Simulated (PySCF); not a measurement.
Consider C₅H₁₃ClSi₂.

Input file:

```
{"job": {"kind": "nmr", "xc": "PBE0", "basis": "pcSseg-1"}, "charge": 0, "multiplicity": 1}
C     -1.716028     0.258396    -1.896015
C     -1.705521     0.014156    -0.593024
C     -2.977253     0.006624     0.199317
Si    -0.107485    -0.348120     0.369513
C      0.049539     0.939975     1.771791
Si     1.748258    -0.274317    -1.026283
C      3.315551    -0.015990     0.049610
Cl     3.316465    -1.204070     1.383508
H     -0.811673     0.262158    -2.482988
H     -2.628989     0.463833    -2.436544
H     -3.843136     0.204764    -0.429737
H     -3.108583    -0.960107     0.683104
H     -2.935976     0.761831     0.982516
H     -0.299602    -1.666353     1.011821
H     -0.775723     0.874431     2.475527
H      0.965803     0.786953     2.334628
H      0.067304     1.953867     1.378692
H      2.001355    -1.505293    -1.784171
H      1.840526     0.821950    -2.005513
H      3.355129     0.967021     0.512929
H      4.241118    -0.170063    -0.499152
```

Run with:

```sh
OMP_NUM_THREADS=1 python probes_run.py task.json out
```

Geometry: GFN2-xTB.

The calculation used PBE0/pcSseg-1, SCF density, gas phase, non-relativistic (PySCF).

Q: Predict the electron density and electron localisation function between the atoms.

A: C–C (1.33 Å): the density is about 2.3 e/Å³ at the midpoint; the ELF peaks at about 0.95 between the atoms: a short, multiple covalent bond.
C–Si (1.90 Å): the density is about 0.92 e/Å³ at the midpoint; the ELF peaks at about 0.95 between the atoms (localised, covalent bonding).
Si–Si (2.32 Å): ρ is about 0.67 e/Å³ halfway; the ELF peaks at about 1 between the atoms, as expected for a shared electron pair.
C–H (1.08 Å): the density is about 2 e/Å³ at the midpoint; the ELF climbs to about 1 towards the hydrogen, as it does in any bond to H: a covalent bond by its length.

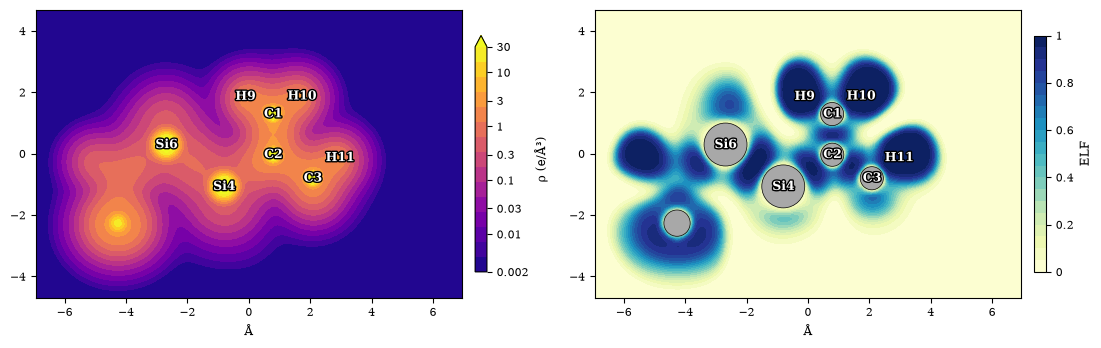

Computed electron density and electron localisation function on the plane of atoms C2, Si4 and Si6, in this order. Grey discs cover the atomic cores in the ELF map. 
